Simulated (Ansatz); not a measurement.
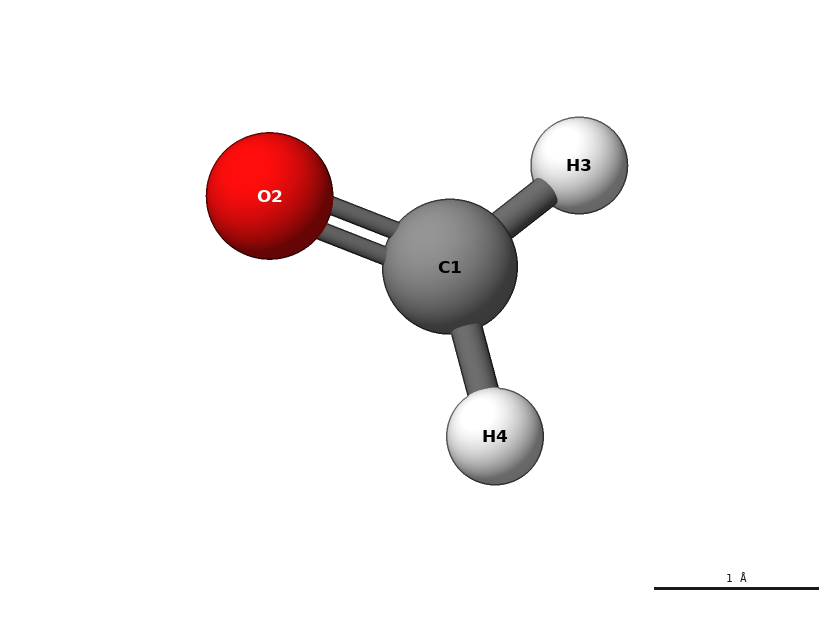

(Drawn from a calculation with Ansatz.)

Numbered structure. Geometry: a fixed input geometry, not necessarily a minimum.

What is the geometry at C1?

Answer. C1 has 3 neighbours (O2 at 1.21, H3 at 1.11, H4 at 1.11 Å); the arrangement is trigonal planar.
